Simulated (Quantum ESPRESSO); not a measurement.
Two runs for the C K edge of atom 5 in Dy3AlC (Pm-3m). Run A: Quantum ESPRESSO XSpectra, LDA, excited-electron core hole (neutral cell), 10-atom cell with 6.9 Å between holes, 6×6×6 k points, dipole transitions, Lorentzian half width 0.4 eV, without spin-orbit coupling. Run B differs in one choice.

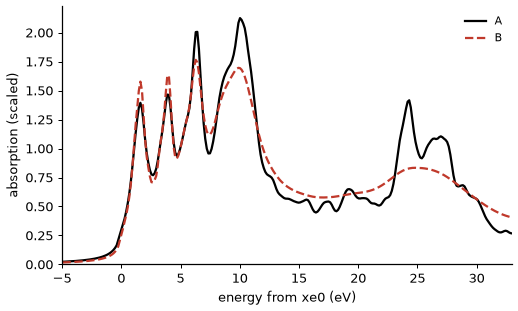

Energy from the energy zero of the input (xe0, at the border of filled and empty states); intensity scaled to a mean of 1 over the first 20 eV.

**Question.** What was changed?
a) the broadening
b) the radius of the reconstruction
c) the k mesh of the field
d) the k mesh of the spectrum

(a): run B changes the broadening from Lorentzian half width 0.4 eV to Lorentzian half width 0.3 eV up to 4 eV, rising linearly to 2.5 eV at 25 eV. Against the first run the r.m.s. difference is 13 %. Another feature, at 6.3 eV (1.77), becomes the highest below 16 eV; the one at 10.0 eV (2.13) is now at 9.9 eV (1.70). Other settings could leave a like mark; this is the one that was changed.

[Hosts, paths, dates, database ids (printed as entryN), source tags and the programs' standing remarks are cut or masked in the printed files.]

[Lists of maxima count a maximum above −3 eV only where it reaches 4 % of the highest in the window and stands out from its surroundings by 2 % of it (1.5 % where it reaches 55 %); shoulders and weaker maxima are passed over, and of the rest the first, up to two pre-edge ones and the few strongest are named.]
